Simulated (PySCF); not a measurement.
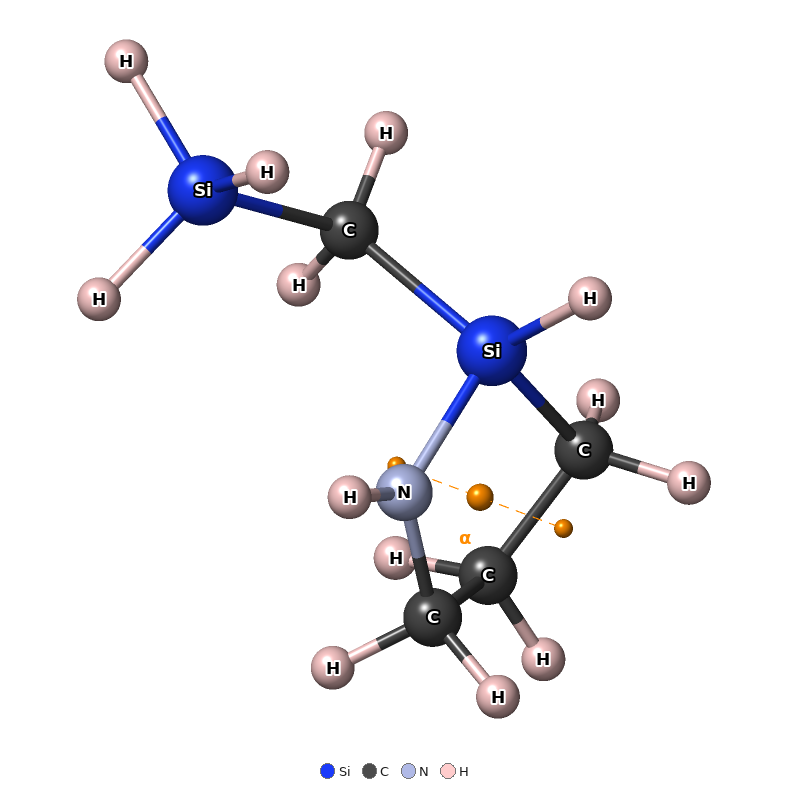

The small points mark where nucleus-independent chemical shifts (NICS) were computed: at the centre of each lettered ring and 1 Å above and below it. Geometry: a frame of a GFN2-xTB molecular-dynamics simulation, not a minimum. Properties computed with GIAO PBE0/pcSseg-1 NMR shielding, non-relativistic, gas phase (PySCF 2.14.0).

Give NICS(0), NICS(1) and the out-of-plane component NICS(1)zz for each ring (means of the two sides).

| ring | members | NICS(0) | NICS(1) | NICS(1)zz |
| --- | --- | --- | --- | --- |
| α | C3NSi | −6.2 | −3.2 | −3.6 |

Values in ppm.

What do the values say about the ring currents?

Answer. Ring α: weak, as in a non-aromatic ring. NICS is one index among several.
